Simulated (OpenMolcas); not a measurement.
**AlH (SMILES [AlH]) at SVWN/ANO-RCC-VDZP (DKH2, Cholesky decomposition)**

What is the vertical ionisation energy of AlH at SVWN/ANO-RCC-VDZP (DKH2, Cholesky decomposition)? 

Program for the calculation: OpenMolcas 26.06.

## 1. The system as given

The species is AlH (2 atoms), meant as a singlet with charge 0. SMILES: `[AlH]`. The shape comes from GFN2-xTB, which is rough for such elements, and wasn't checked as a minimum.

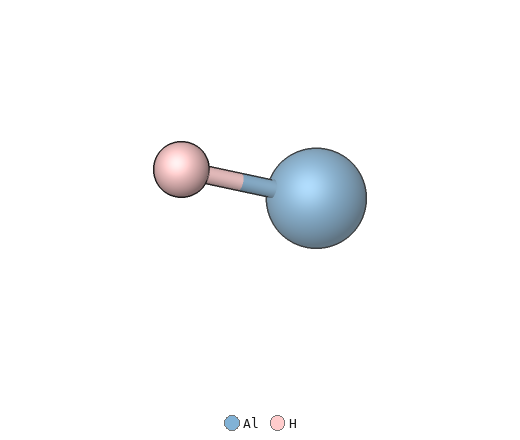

Viewed from a chosen angle; aluminium light blue, hydrogen pink.

## 2. The energy at SVWN/ANO-RCC-VDZP (DKH2, Cholesky decomposition)

Input file struct.xyz:

```xyz
2

Al     0.000000     0.000000     0.000000
H      0.000000     0.000000     1.613470
```

Input file job.inp:

```
&GATEWAY
Coord=struct.xyz
Basis=ANO-RCC-VDZP
Group=NoSym
&SEWARD
High
&SCF
KSDFT=SVWN
PrOrbitals=1 1
```

Run with:

```sh
$ export MOLCAS_MEM=1860
$ pymolcas job.inp > job.log
```

Standard output:

```text
--- Start Module: gateway ---
[...]
--- Stop Module: gateway /rc=_RC_ALL_IS_WELL_ ---
--- Start Module: seward ---
[...]
      Basis functions           23
--- Stop Module: seward /rc=_RC_ALL_IS_WELL_ ---
--- Start Module: scf ---
[...]
       Convergence after   9 Iterations
[...]
::    Total KS-DFT energy                            -242.6190211253
[...]
      Total spin, S                                     0.0000000000
[...]
      Total electronic charge=   14.000000
      Total            charge=   -0.000000
[...]
      Dipole Moment (debye):
      Origin of the operator (angstrom)=    0.0000    0.0000    0.0581
                   X=  9.5412E-13               Y=  7.0550E-14               Z=  6.3697E-02           Total=  6.3697E-02
      Quadrupole Moment (debye*angstrom):
[...]
--- Stop Module: scf /rc=_RC_ALL_IS_WELL_ ---
[...]
```

Run time: 2.4 s. Hardware: 1 thread of Arm Neoverse V1, shared host; peak memory 0.082 GiB.

## 3. The doublet cation at the same level

struct.xyz is that of step 2.

Input file job.input:

```
&GATEWAY
 Coord = struct.xyz
 Basis = ANO-RCC-VDZP
 Group = NoSym

&SEWARD
 High

&SCF
 UHF
 Charge = 1
 Spin = 2
 KSDFT = SVWN
 PrOrbitals = 1 1
```

Run with:

```sh
$ export MOLCAS_MEM=1860
$ pymolcas job.input > job.log
```

Standard output:

```text
--- Start Module: gateway ---
[...]
--- Stop Module: gateway /rc=_RC_ALL_IS_WELL_ ---
--- Start Module: seward ---
[...]
      Basis functions           23
--- Stop Module: seward /rc=_RC_ALL_IS_WELL_ ---
--- Start Module: scf ---
[...]
       Convergence after  14 Iterations
[...]
::    Total KS-DFT energy                            -242.2984327729
[...]
      Total spin, S                                     0.5012348211
[...]
      Total electronic charge=   13.000000
      Total            charge=    1.000000
[...]
      Dipole Moment (debye):
      Origin of the operator (angstrom)=    0.0000    0.0000    0.0581
                   X=  7.1945E-13               Y=  7.5224E-14               Z= -1.7166E-01           Total=  1.7166E-01
      Center of Charge (angstrom)
[...]
--- Stop Module: scf /rc=_RC_ALL_IS_WELL_ ---
[...]
```

Run time: 3.3 s. Hardware: 1 thread of Arm Neoverse V1, shared host; peak memory 0.082 GiB.

## 4. Outcome

Level: SVWN/ANO-RCC-VDZP (DKH2, Cholesky decomposition).

| quantity | value |
| --- | --- |
| singlet AlH: total energy | -242.61902 Eh |
| singlet AlH: dipole moment | 0.06 D |
| singlet AlH: HOMO energy | -5.27 eV |
| singlet AlH: LUMO energy | -2.99 eV |
| singlet AlH: HOMO–LUMO gap | 2.28 eV |
| doublet cation: total energy | -242.29843 Eh |
| doublet cation: HOMO energy (highest over α and β) | -13.44 eV |
| doublet cation: LUMO energy (lowest over α and β) | -12.11 eV |
| doublet cation: ⟨S²⟩ | 0.752 |
| vertical ionisation energy (to the doublet cation) | 8.724 eV |

Removing an electron at fixed nuclei costs 8.72 eV (842 kJ/mol). The negative HOMO energy of the first species, 5.27 eV, lies 3.45 eV below that difference.
